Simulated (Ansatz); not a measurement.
# NH2 (SMILES [NH2]) at 6 levels

We compute a comparison of 6 runs (UHF/3-21G, UPBE/3-21G, UB3LYP/6-31G*, UBLYP/6-31G*, RPA@PBE/3-21G, RPA@PBE/6-31G*) of NH2. 

The results are computed with Ansatz 0.2.0.

48 further runs of the same task are left out: 48 set aside as unsound or not needed.

### 1 Starting point

NH2 has 3 atoms, charge 0, and is taken as a doublet. SMILES: `[NH2]`. The H2–N1 distance was set to 2.535 Å, away from the relaxed value. At this shape a bond of the SMILES string is far longer than usual.

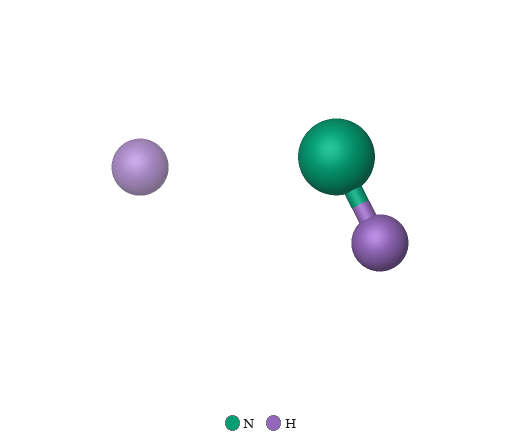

Viewed from a chosen angle; nitrogen teal, hydrogen purple.

### 2 The energy at UHF/3-21G (run 1)

in.yaml

```yaml
crystal:
  periodic: [false, false, false]
  atoms:
    - {symbol: "N", position_ang: [0.534574, -1.685873, 0.116416]}
    - {symbol: H, position_ang: [0.155580, 0.820260, 0.174790]}
    - {symbol: H, position_ang: [-0.235366, -2.141703, -0.361244]}
basis:
  gaussian:
    orbitals: 3-21G.json
magnetization:
  spin_polarized: true
  initial_magnetization: 1
hamiltonian:
  xc: hf
accuracy: high
```

The basis set 3-21G is read from a file made from the Basis Set Exchange's data (not shown).

Launch:

```sh
$ ansatz run in.yaml --threads 1 --pin off --max-ram 2610MiB --events-out events.jsonl --progress --plain --runs-dir runs
```

The program printed:

```text
Warning: RAYON_NUM_THREADS=1 ignored (pool sized by the plan → 1); use --threads N
Functional definition: HF
  name "HF"
  exchange = exact_x
  correlation = 0
243 factors; integrals over basis functions are off by at most 3.7e-9 eV
mean field evaluation 1: about -1494.3923 eV, gradient 1.5e1 eV
mean field evaluation 2: about -1494.3913 eV, gradient 1.5e1 eV
mean field evaluation 4: about -1498.4951 eV, gradient 7.8e0 eV
mean field evaluation 8: about -1500.8563 eV, gradient 3.3e-1 eV
mean field evaluation 16: about -1500.8573 eV, gradient 1.1e-7 eV
mean field evaluation 32: about -1499.2706 eV, gradient 5.5e0 eV
mean field evaluation 64: about -1499.7956 eV, gradient 3.6e-1 eV
mean field evaluation 96: about -1499.6609 eV, gradient 8.5e-2 eV
mean field evaluation 128: about -1500.8538 eV, gradient 3.3e-1 eV
mean field -1500.85731835 eV, -55.1554891317 hartree, gradient 1.6e-8 eV, S^2 1.738949; 1 other end points of the search recorded, 0 dependent functions left out
reference -1500.85731835 eV, -55.1554891317 hartree; 5, 4 occupied and 8, 9 virtual orbitals, 243 factors
Total energy: -1500.85731835 eV, -55.1554891317 hartree
```

It took 0.1 s on 1 thread of Arm Neoverse V1, shared host.

### 3 The energy at UPBE/3-21G (run 2)

molecule.yaml

```yaml
basis:
  gaussian: {orbitals: 3-21G.json}
crystal:
  periodic: [false, false, false]
  atoms:
    - {symbol: "N", position_ang: [0.534574, -1.685873, 0.116416]}
    - {symbol: H, position_ang: [0.155580, 0.820260, 0.174790]}
    - {symbol: H, position_ang: [-0.235366, -2.141703, -0.361244]}
magnetization: {spin_polarized: true, initial_magnetization: 1}
hamiltonian: {xc: {name: PBE}}
accuracy: high
```

The basis set 3-21G is read from a file made from the Basis Set Exchange's data (not shown).

Launch:

```sh
$ ansatz run molecule.yaml --threads 1 --pin off --max-ram 2610MiB --events-out events.jsonl --progress --plain --runs-dir runs
```

The program printed:

```text
Warning: RAYON_NUM_THREADS=1 ignored (pool sized by the plan → 1); use --threads N
Functional definition: PBE
  name "PBE"
  parameter kappa = 0.804
  parameter beta = 0.06672455060314922
  exchange = pbe_x(kappa = kappa, mu = beta*pi^2/3)
  correlation = pbe_c(beta = beta)
243 factors; integrals over basis functions are off by at most 3.7e-9 eV
mean field evaluation 1: about -1496.0198 eV, gradient 3.3e1 eV
mean field evaluation 2: about -1479.3568 eV, gradient 5.5e1 eV
mean field evaluation 4: about -1502.2848 eV, gradient 1.6e1 eV
mean field evaluation 8: about -1505.8231 eV, gradient 2.8e-1 eV
mean field evaluation 16: about -1505.8182 eV, gradient 3.4e-5 eV
mean field evaluation 32: about -1505.8182 eV, gradient 6.7e-5 eV
mean field evaluation 64: about -1504.8840 eV, gradient 2.2e0 eV
mean field -1505.81818332 eV, -55.3377975570 hartree, gradient 6.3e-8 eV, S^2 1.651703; 6 other end points of the search recorded, 0 dependent functions left out
reference -1505.81818472 eV, -55.3377976083 hartree; 5, 4 occupied and 8, 9 virtual orbitals, 243 factors
Total energy: -1505.81818472 eV, -55.3377976083 hartree
```

Run time: 1.6 s. Hardware: 1 thread of Arm Neoverse V1, shared host.

Runs 3 to 5 aren't shown in full; the table further down has their settings and results.

### 4 A single-point energy at RPA@PBE/6-31G(d) (spherical functions) (run 6)

in.yaml, as its differences from that of step 2:

```diff
@@ -8,3 +8,3 @@
   gaussian:
-    orbitals: 3-21G.json
+    orbitals: 6-31G_st_-spherical.json
 magnetization:
@@ -13,3 +13,6 @@
 hamiltonian:
-  xc: hf
+  xc: {name: PBE}
+correlation:
+  method: rpa
+  frozen_orbitals: {H: 0, "N": 1}
 accuracy: high
```

The basis set 6-31G* is read from a file made from the Basis Set Exchange's data (not shown).

Launch:

```sh
$ ansatz run in.yaml --threads 1 --pin off --max-ram 2610MiB --events-out events.jsonl --progress --plain --runs-dir runs
```

The program printed, shortened:

```text
Warning: RAYON_NUM_THREADS=1 ignored (pool sized by the plan → 1); use --threads N
[... 2 set-up lines as earlier in the session ...]
[...]
327 factors; integrals over basis functions are off by at most 4.0e-9 eV
[...]
mean field -1514.19017005 eV, -55.6454623944 hartree, gradient 3.9e-8 eV, S^2 1.650204; 6 other end points of the search recorded, 0 dependent functions left out
1 core orbitals not correlated: weight in the atoms' cores, before any rotation towards them, 1.000 or more for the frozen orbitals, at most 0.000 for the correlated occupied ones
reference -1508.74272416 eV, -55.4452724502 hartree; 4, 3 occupied and 13, 14 virtual orbitals, 327 factors
Total energy: -1514.13208252 eV, -55.6433277170 hartree
```

Wall time 2.7 s (1 thread of Arm Neoverse V1, shared host); peak memory 0.094 GiB.

### 5 All runs side by side

| run | level | frozen core orbitals | energy (Eh) | ⟨S²⟩ | wall time |
| --- | --- | --- | --- | --- | --- |
| 1 | UHF/3-21G | – | -55.155489 | 1.739 | 0.1 s |
| 2 | UPBE/3-21G | – | -55.337798 | 1.652 | 1.6 s |
| 3 | UB3LYP/6-31G* (spherical functions) | – | -55.721867 | 1.670 | 2 s |
| 4 | UBLYP/6-31G* (spherical functions) | – | -55.699379 | 1.617 | 2 s |
| 5 | RPA@PBE/3-21G | 1 | -55.272865 | 1.652 | 2.2 s |
| 6 | RPA@PBE/6-31G* (spherical functions) | 1 | -55.643328 | 1.650 | 2.7 s |

### 6 Summary of results

| quantity | value |
| --- | --- |
| run 6: total energy | -55.64333 Eh |
| run 6: RPA correlation energy (valence) | -198.1 mEh |
| run 6: ⟨S²⟩ of the reference determinant | 1.650 |

In words: Totals of different functionals can't be ranked against each other. Spin contamination of the reference: run 1 ⟨S²⟩ = 1.74, run 3 ⟨S²⟩ = 1.67, run 2 ⟨S²⟩ = 1.65, run 5 ⟨S²⟩ = 1.65, run 6 ⟨S²⟩ = 1.65, run 4 ⟨S²⟩ = 1.62. Where it is this large, the reference is a mixture of spin states, and values that rest on it are in doubt. All runs together took 11 s, the longest 2.7 s.
